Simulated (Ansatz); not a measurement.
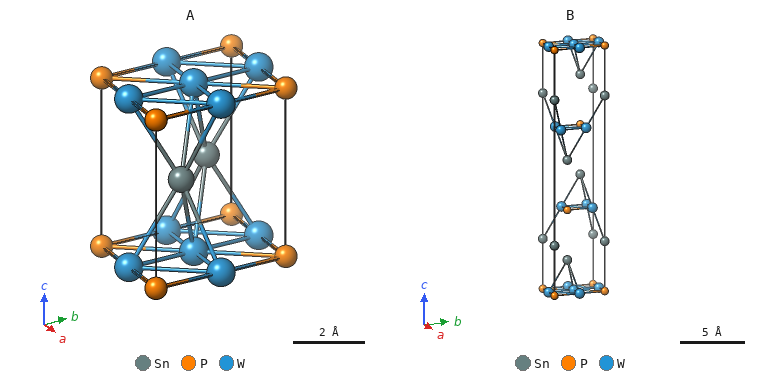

Two structures of Sn₂PW₃, each relaxed to rest (conventional cells in solid outline, small ones repeated, not to one scale). Method: Ansatz 0.2.0, DFT PBE, scalar-relativistic, plane waves, PAW, without spin polarisation.

**What are the two structures?**

A: 6 atoms a cell on a primitive hexagonal lattice, P6/mmm. B: 18 atoms a cell on a rhombohedral (trigonal R) lattice, R-3m.

**Which of the two does the method prefer?**

A is lower, by 305 meV/atom at this level of theory (energies at zero smearing). Volumes: A 20.4, B 24.9 Å³/atom.

One or both may be structure types tried for this composition rather than known phases.
